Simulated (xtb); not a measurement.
## SiNH2Cl: geometry relaxation (part 2 of 3)

The same run, continued: SiNH2Cl, SMILES N[Si]Cl; GFN2-xTB (xtb 6.7.1). 

Geometry of the input (Å):
```
N  -0.1731  0.6453  -0.2360
Si -0.0725  -0.3454  1.2980
Cl 0.6629  -2.0964  0.3960
H  -0.4926  1.5063  -0.1280
H  0.1725  0.2680  -1.1558
```

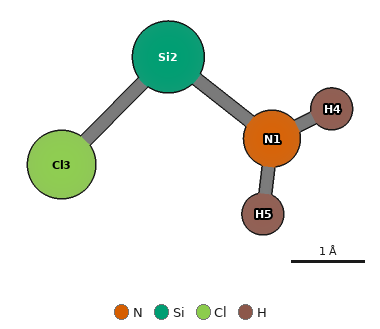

Fig. 1: The structure as given in the input (ball-and-stick view, seen on its broad side; atoms are numbered from 1 in the order of the input).

## What the program printed, continued
```
 iter      E             dE          RMSdq      gap      omega  full diag
   1    -10.2996908 -0.102997E+02  0.312E-01    3.23       0.0  T
   2    -10.2996950 -0.423192E-05  0.219E-01    3.23       1.0  T
   3    -10.2996976 -0.263826E-05  0.551E-02    3.23       1.0  T
   4    -10.2996984 -0.714957E-06  0.294E-02    3.23       1.5  T
   5    -10.2996989 -0.503727E-06  0.161E-02    3.23       2.8  T
   6    -10.2996991 -0.225225E-06  0.976E-03    3.23       4.6  T
   7    -10.2996992 -0.153939E-06  0.600E-03    3.23       7.5  T
   8    -10.2996993 -0.735034E-07  0.171E-03    3.23      26.2  T
   9    -10.2996993 -0.277344E-08  0.928E-04    3.23      48.2  T
  10    -10.2996993 -0.103938E-08  0.425E-04    3.23     105.2  T
     SCC iter.                  ...        0 min,  0.003 sec
     gradient                   ...        0 min,  0.002 sec
 * total energy  :   -10.2396283 Eh     change       -0.2780276E-03 Eh
   gradient norm :     0.0076969 Eh/α   predicted    -0.2502342E-03 ( -10.00%)
   displ. norm   :     0.0753900 α      lambda       -0.3566798E-03
   maximum displ.:     0.0448129 α      in ANC's #2, #3, #5, ...

........................................................................
.............................. CYCLE    5 ..............................
........................................................................

 iter      E             dE          RMSdq      gap      omega  full diag
   1    -10.2992050 -0.102992E+02  0.198E-01    3.25       0.0  T
   2    -10.2992091 -0.415016E-05  0.137E-01    3.25       1.0  T
   3    -10.2992089  0.183846E-06  0.527E-02    3.25       1.0  T
   4    -10.2992117 -0.280272E-05  0.307E-02    3.25       1.5  T
   5    -10.2992121 -0.392436E-06  0.967E-03    3.25       4.6  T
   6    -10.2992122 -0.575527E-07  0.766E-03    3.25       5.8  T
   7    -10.2992123 -0.108069E-06  0.308E-03    3.25      14.5  T
   8    -10.2992123 -0.112068E-07  0.152E-03    3.25      29.4  T
   9    -10.2992123 -0.162006E-08  0.821E-04    3.25      54.5  T
  10    -10.2992123 -0.737815E-09  0.404E-04    3.25     110.6  T
     SCC iter.                  ...        0 min,  0.003 sec
     gradient                   ...        0 min,  0.002 sec
 * total energy  :   -10.2398178 Eh     change       -0.1895549E-03 Eh
   gradient norm :     0.0036721 Eh/α   predicted    -0.1793550E-03 (  -5.38%)
   displ. norm   :     0.0227780 α      lambda       -0.3535965E-04
   maximum displ.:     0.0158912 α      in ANC's #1, #4, #3, ...

........................................................................
.............................. CYCLE    6 ..............................
........................................................................

 iter      E             dE          RMSdq      gap      omega  full diag
   1    -10.2998520 -0.102999E+02  0.886E-02    3.24       0.0  T
   2    -10.2998523 -0.335952E-06  0.618E-02    3.24       1.0  T
   3    -10.2998523 -0.236763E-07  0.181E-02    3.24       2.5  T
   4    -10.2998525 -0.153464E-06  0.828E-03    3.24       5.4  T
   5    -10.2998525 -0.178555E-07  0.265E-03    3.24      16.9  T
   6    -10.2998525 -0.282779E-08  0.973E-04    3.24      46.0  T
   7    -10.2998525 -0.997446E-09  0.465E-04    3.24      96.1  T
     SCC iter.                  ...        0 min,  0.002 sec
     gradient                   ...        0 min,  0.002 sec
 * total energy  :   -10.2398399 Eh     change       -0.2204234E-04 Eh
   gradient norm :     0.0021059 Eh/α   predicted    -0.1769082E-04 ( -19.74%)
   displ. norm   :     0.0344503 α      lambda       -0.2488689E-04
   maximum displ.:     0.0229014 α      in ANC's #2, #3, #4, ...

........................................................................
.............................. CYCLE    7 ..............................
........................................................................

 iter      E             dE          RMSdq      gap      omega  full diag
   1    -10.3001728 -0.103002E+02  0.572E-02    3.25       0.0  T
   2    -10.3001732 -0.355505E-06  0.419E-02    3.25       1.1  T
   3    -10.3001733 -0.160403E-06  0.200E-02    3.25       2.2  T
   4    -10.3001734 -0.265686E-07  0.626E-03    3.25       7.1  T
   5    -10.3001734 -0.734333E-08  0.175E-03    3.25      25.5  T
   6    -10.3001734 -0.273227E-08  0.122E-03    3.25      36.7  T
   7    -10.3001734 -0.213053E-08  0.898E-04    3.25      49.8  T
   8    -10.3001734 -0.161161E-08  0.468E-04    3.25      95.5  T
     SCC iter.                  ...        0 min,  0.002 sec
     gradient                   ...        0 min,  0.002 sec
 * total energy  :   -10.2398502 Eh     change       -0.1027622E-04 Eh
   gradient norm :     0.0012040 Eh/α   predicted    -0.1245733E-04 (  21.22%)
   displ. norm   :     0.0165631 α      lambda       -0.5763079E-05
   maximum displ.:     0.0143953 α      in ANC's #3, #4, #6, ...

........................................................................
.............................. CYCLE    8 ..............................
........................................................................

 iter      E             dE          RMSdq      gap      omega  full diag
   1    -10.3001809 -0.103002E+02  0.446E-02    3.25       0.0  T
   2    -10.3001811 -0.143330E-06  0.316E-02    3.24       1.4  T
   3    -10.3001812 -0.100488E-06  0.121E-02    3.24       3.7  T
   4    -10.3001812 -0.141360E-07  0.415E-03    3.24      10.8  T
   5    -10.3001812 -0.471525E-08  0.171E-03    3.24      26.2  T
   6    -10.3001812 -0.348981E-08  0.803E-04    3.24      55.7  T
   7    -10.3001812 -0.812287E-09  0.553E-04    3.24      80.9  T
     SCC iter.                  ...        0 min,  0.002 sec
     gradient                   ...        0 min,  0.002 sec
 * total energy  :   -10.2398539 Eh     change       -0.3702641E-05 Eh
   gradient norm :     0.0005823 Eh/α   predicted    -0.2881007E-05 ( -22.19%)
   displ. norm   :     0.0054494 α      lambda       -0.7784898E-06
   maximum displ.:     0.0038589 α      in ANC's #3, #2, #1, ...

........................................................................
.............................. CYCLE    9 ..............................
........................................................................

 iter      E             dE          RMSdq      gap      omega  full diag
   1    -10.3000547 -0.103001E+02  0.207E-02    3.25       0.0  T
   2    -10.3000548 -0.361326E-07  0.140E-02    3.25       3.2  T
   3    -10.3000548 -0.105759E-07  0.555E-03    3.25       8.1  T
   4    -10.3000548 -0.159421E-08  0.173E-03    3.25      25.9  T
   5    -10.3000548 -0.859224E-10  0.794E-04    3.25      56.3  T
   6    -10.3000548 -0.596390E-09  0.314E-04    3.25     142.2  T
     SCC iter.                  ...        0 min,  0.002 sec
     gradient                   ...        0 min,  0.002 sec
 * total energy  :   -10.2398543 Eh     change       -0.4707570E-06 Eh
   gradient norm :     0.0001824 Eh/α   predicted    -0.3891586E-06 ( -17.33%)
   displ. norm   :     0.0014545 α      lambda       -0.4365861E-07
   maximum displ.:     0.0013556 α      in ANC's #1, #2, #6, ...

........................................................................
.............................. CYCLE   10 ..............................
........................................................................

 iter      E             dE          RMSdq      gap      omega  full diag
   1    -10.3000690 -0.103001E+02  0.542E-03    3.25       0.0  T
   2    -10.3000690 -0.264504E-08  0.351E-03    3.25      12.7  T
   3    -10.3000690  0.107915E-09  0.126E-03    3.25      35.5  T
   4    -10.3000690 -0.395579E-09  0.505E-04    3.25      88.5  T
   5    -10.3000690 -0.187958E-09  0.146E-04    3.25     305.4  T
     SCC iter.                  ...        0 min,  0.002 sec
     gradient                   ...        0 min,  0.002 sec
 * total energy  :   -10.2398544 Eh     change       -0.2847555E-07 Eh
   gradient norm :     0.0000470 Eh/α   predicted    -0.2220583E-07 ( -22.02%)
   displ. norm   :     0.0002365 α      lambda       -0.4523634E-08
   maximum displ.:     0.0001862 α      in ANC's #3, #4, #2, ...

   *** GEOMETRY OPTIMIZATION CONVERGED AFTER 10 ITERATIONS ***

------------------------------------------------------------------------
 total energy gain   :        -0.0160387 Eh      -10.0644 kcal/mol
 total RMSD          :         0.1238687 a0        0.0655 Å
 total power (kW/mol):        -4.2109621 (step) -668.5084 (real)
------------------------------------------------------------------------

 ANCopt (total)                0 d,  0 h,  0 min,  0.063 sec
 optimizer setup                ...        0 min,  0.000 sec (  0.248%)
 model hessian                  ...        0 min,  0.000 sec (  0.321%)
 ANC generation                 ...        0 min,  0.000 sec (  0.197%)
 coordinate transformation      ...        0 min,  0.000 sec (  0.206%)
 single point calculation       ...        0 min,  0.060 sec ( 94.637%)
 optimization log               ...        0 min,  0.001 sec (  1.781%)
 hessian update                 ...        0 min,  0.000 sec (  0.150%)
 rational function              ...        0 min,  0.001 sec (  1.430%)

================
 final structure:
================
5
 xtb: 6.7.1
N           -0.14968878304044        0.59953194454088       -0.17650743736964
Si          -0.08392763309665       -0.34948284612586        1.23968820493018
Cl           0.67558794981008       -2.09982065872829        0.39277586722891
H           -0.47559997719424        1.55106645931246       -0.18835724231327
H            0.13077844352125        0.27642510100082       -1.09350939247618

 Bond Distances (Angstroems)
 ---------------------------
N1-Si2=1.7060        N1-H4=1.0059         N1-H5=1.0119         Si2-N1=1.7060        Si2-Cl3=2.0875       Cl3-Si2=2.0875
H4-N1=1.0059         H5-N1=1.0119
 N  H  Rav=1.0089 sigma=0.0030  Rmin=1.0059  Rmax=1.0119     2
 Si N  Rav=1.7060 sigma=0.0000  Rmin=1.7060  Rmax=1.7060     1
 Cl Si Rav=2.0875 sigma=0.0000  Rmin=2.0875  Rmax=2.0875     1

 selected bond angles (degree)
 --------------------
H4-N1-Si2=123.26               H5-N1-Si2=124.33               H5-N1-H4=112.41                Cl3-Si2-N1= 98.26

 selected dihedral angles (degree)
 ---------------------------------
Cl3-Si2-N1-H4=179.99          Cl3-Si2-N1-H5=  0.00
           -------------------------------------------------
          |                Final Singlepoint                |
           -------------------------------------------------

          ...................................................
          :                      SETUP                      :
          :.................................................:
          :  # basis functions                  26          :
          :  # atomic orbitals                  24          :
          :  # shells                           10          :
          :  # electrons                        18          :
          :  max. iterations                   250          :
          :  Hamiltonian                  GFN2-xTB          :
          :  restarted?                      false          :
          :  GBSA solvation                  false          :
          :  PC potential                    false          :
          :  electronic temp.          300.0000000     K    :
          :  accuracy                    1.0000000          :
          :  -> integral cutoff          0.2500000E+02      :
          :  -> integral neglect         0.1000000E-07      :
          :  -> SCF convergence          0.1000000E-05 Eh   :
          :  -> wf. convergence          0.1000000E-03 e    :
          :  Broyden damping             0.4000000          :
          :  net charge                          0          :
          :  unpaired electrons                  0          :
          ...................................................

 iter      E             dE          RMSdq      gap      omega  full diag
   1    -10.3000690 -0.103001E+02  0.320E-05    3.25       0.0  T
   2    -10.3000690 -0.405009E-12  0.239E-05    3.25    1874.2  T
   3    -10.3000690 -0.603961E-12  0.145E-05    3.25    3075.7  T

   *** convergence criteria satisfied after 3 iterations ***

         #    Occupation            Energy/Eh            Energy/eV
      -------------------------------------------------------------
         1        2.0000           -1.0281703             -27.9779
       ...           ...                  ...                  ...
         3        2.0000           -0.5690491             -15.4846
         4        2.0000           -0.5200053             -14.1501
         5        2.0000           -0.4466888             -12.1550
         6        2.0000           -0.4156280             -11.3098
         7        2.0000           -0.4084037             -11.1132
         8        2.0000           -0.3984312             -10.8419
         9        2.0000           -0.3547754              -9.6539 (HOMO)
        10                         -0.2355092              -6.4085 (LUMO)
        11                         -0.1773189              -4.8251
        12                         -0.1246336              -3.3915
        13                         -0.0158950              -0.4325
        14                          0.0137882               0.3752
       ...                                ...                  ...
        24                          0.6863926              18.6777
      -------------------------------------------------------------
                  HL-Gap            0.1192662 Eh            3.2454 eV
             Fermi-level           -0.2951423 Eh           -8.0312 eV

 SCC (total)                   0 d,  0 h,  0 min,  0.005 sec
 SCC setup                      ...        0 min,  0.000 sec (  2.376%)
 Dispersion                     ...        0 min,  0.000 sec (  0.691%)
 classical contributions        ...        0 min,  0.000 sec (  0.212%)
 integral evaluation            ...        0 min,  0.001 sec ( 24.127%)
 iterations                     ...        0 min,  0.001 sec ( 28.358%)
 molecular gradient             ...        0 min,  0.002 sec ( 40.967%)
 printout                       ...        0 min,  0.000 sec (  2.842%)
```
